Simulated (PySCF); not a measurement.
## Electronic structure of C$_{4}$H$_{4}$BrF$_{3}$Si in real space

```yaml
atoms:
  - { symbol: F, position_ang: [2.9861, 1.4003, -0.1539] }
  - { symbol: C, position_ang: [2.0870, 0.5863, -0.7377] }
  - { symbol: C, position_ang: [1.0814, 0.0657, -0.0744] }
  - { symbol: C, position_ang: [0.5575, 0.0827, 1.3509] }
  - { symbol: Si, position_ang: [-0.4002, -1.0203, 0.1469] }
  - { symbol: C, position_ang: [-2.0436, -0.2371, -0.5319] }
  - { symbol: F, position_ang: [-3.1225, -0.6769, 0.1475] }
  - { symbol: F, position_ang: [-2.2635, -0.5802, -1.8181] }
  - { symbol: Br, position_ang: [-2.0520, 1.7336, -0.4406] }
  - { symbol: H, position_ang: [2.3056, 0.4376, -1.7856] }
  - { symbol: H, position_ang: [0.1564, 1.0290, 1.6951] }
  - { symbol: H, position_ang: [1.2110, -0.3580, 2.0917] }
  - { symbol: H, position_ang: [-0.5075, -2.4622, 0.0923] }
```

Geometry: GFN2-xTB.

Level of theory: PySCF 2.14.0, CAM-B3LYP/def2-SVPD, SCF density, gas phase.

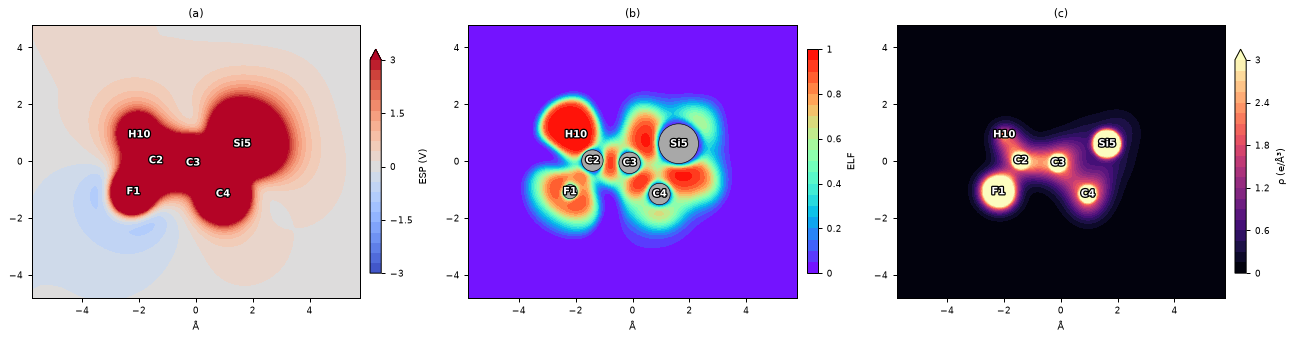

Figure 1. (a) molecular electrostatic potential; (b) electron localisation function; (c) electron density on the plane of atoms C3, Si5 and C4. Grey discs cover the atomic cores in the ELF map.

Question: Interpret the plot.

Answer: Atoms in the plane: F, C, Si and H.
C–C (1.31 Å): the density is about 2.4 e/Å³ at the midpoint; the ELF peaks at about 0.90 between the atoms: a short, multiple covalent bond.
C–F (1.35 Å): ρ at the midpoint is about 2.3 e/Å³, with its minimum of 1.7 e/Å³ about 0.5 Å from C; the ELF peaks at about 0.85 between the atoms (a polar covalent bond).
C–Si (1.85 Å): ρ is about 0.86 e/Å³ halfway; the ELF peaks at about 0.85 between the atoms (a shared electron pair).
C–H (1.08 Å): ρ is about 2.1 e/Å³ halfway; the ELF climbs to about 1 towards the hydrogen, as it does in any bond to H (an ordinary covalent bond to hydrogen).
C–C (1.52 Å): the density is about 1.6 e/Å³ at the midpoint; the ELF peaks at about 0.95 between the atoms: a covalent bond.
The ELF also peaks beside F1, away from the bonds: lone-pair regions.
Outside the dense part of the molecule the potential is most negative (−0.8 V) near F1.

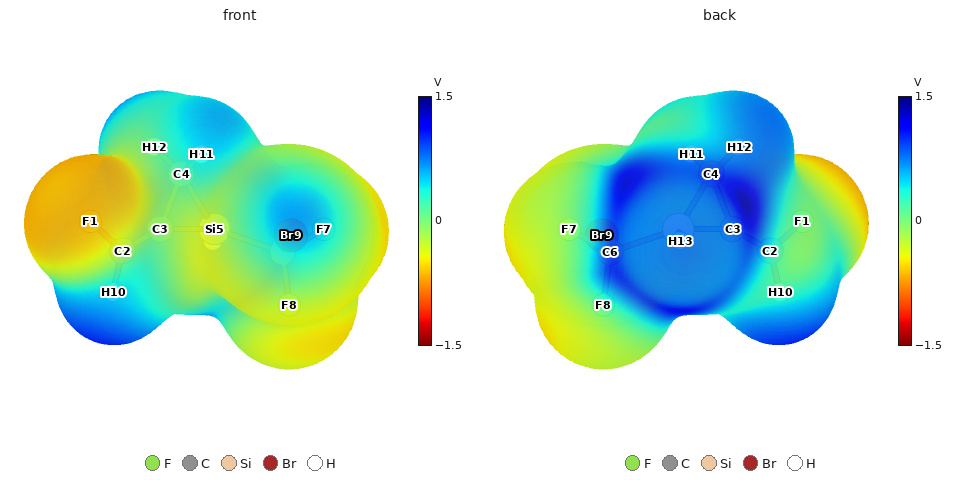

Figure 2. The electrostatic potential painted on the density surface at 0.001 e/bohr³, seen from the front and from behind; red is negative and blue positive.

Question: Which sites attract a positive test charge, and which a negative one?

Answer: A positive charge is drawn to the negative regions and a negative charge to the positive ones. The most negative region (about −0.7 V) lies over F1, the most positive (about +1.2 V) over Si5. Br9 shows a σ-hole: about +0.7 V at the tip opposite its bond, against about −0.3 V on its flanks.

Question: How polar is the molecule by this calculation?

Answer: Its dipole moment is 2.04 D.
